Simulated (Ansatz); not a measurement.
Consider Si₂Sn₃.

The calculation's input:

```
crystal:
  lattice:
    - [3.4488296906, 0.0, 0.0]
    - [-1.7244148453, 2.9867741254, 0.0]
    - [0.0, 0.0, 22.8405797721]
  atoms:
    - { symbol: Si, position: [0.3333333333, 0.6666666667, 0.9370223656] }
    - { symbol: Si, position: [0.3333333333, 0.6666666667, 0.0629776344] }
    - { symbol: Si, position: [0.3333333333, 0.6666666667, 0.5] }
    - { symbol: Si, position: [0.6666666667, 0.3333333333, 0.0] }
    - { symbol: Sn, position: [0.3333333333, 0.6666666667, 0.7121104625] }
    - { symbol: Sn, position: [0.3333333333, 0.6666666667, 0.2878895375] }
    - { symbol: Sn, position: [0.6666666667, 0.3333333333, 0.8330792946] }
    - { symbol: Sn, position: [0.6666666667, 0.3333333333, 0.1669207054] }
    - { symbol: Sn, position: [0.6666666667, 0.3333333333, 0.4066402172] }
    - { symbol: Sn, position: [0.6666666667, 0.3333333333, 0.5933597828] }
basis:
  ecutwfc: 420
kpoints:
  mp_grid: { grid: [12, 12, 2] }
hamiltonian:
  xc: pbe
scf:
  occupations: { method: gaussian, width: 0.1 }
output:
  forces: true
  stress: true
  eigenvalues: true
  write_density: true
  write_potential: true
  elf: true
  volumetric_format: npy
relax:
  adjacent_minimum: "off"
  f_tol: 0.01
  max_steps: 80
  cell: { stress_tol: 0.05 }
```

Command:

```sh
ansatz run input.yaml --threads 1 --pin off --max-ram 2560MiB --backend cpu --events-out ev --progress --plain --runs-dir out
```

Below, planes, directions and counts refer to the conventional cell (a = 3.63 Å, b = 3.63 Å, c = 21.00 Å, α = 90.00°, β = 90.00°, γ = 120.00°).

The fields are those of the relaxed geometry.

Space group P-6m2; a structure generated by program, which may or may not match a known phase.

Level of theory: Ansatz, DFT PBE, scalar-relativistic, plane waves, PAW.

What will maps of the valence pseudo-density and electron localisation function show?

Si–Si (2.51 Å): the density is about 0.41 e/Å³ at the midpoint; the ELF peaks at about 0.85 between the atoms.
Si–Sn (2.76 Å): ρ at the midpoint is about 0.31 e/Å³; the ELF peaks at about 0.80 in the valence shell of Si, 0.9 Å from its nucleus, and is about 0.55 at the midpoint.
Si–Sn (2.99 Å): ρ at the midpoint is about 0.22 e/Å³; the ELF peaks at about 0.80 in the valence shell of Si, 0.9 Å from its nucleus, and drops to about 0.30 between the two atoms.

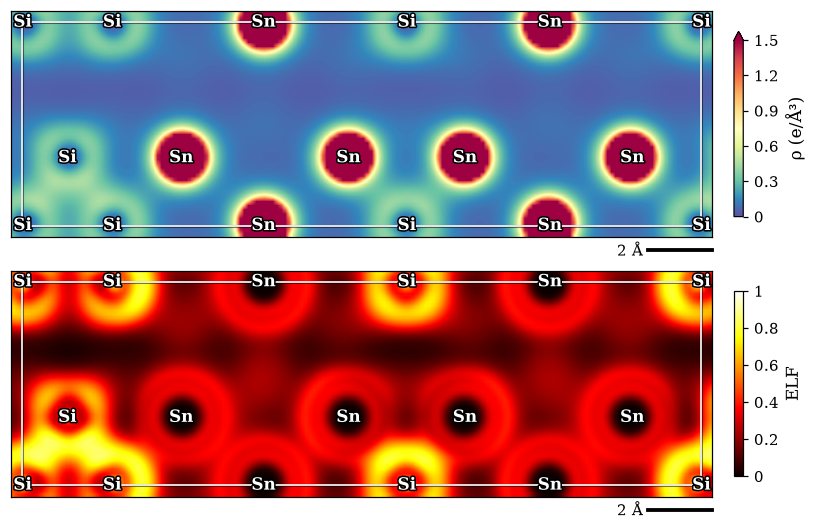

Computed valence pseudo-density and electron localisation function on the (110) plane of the conventional cell, in this order. 
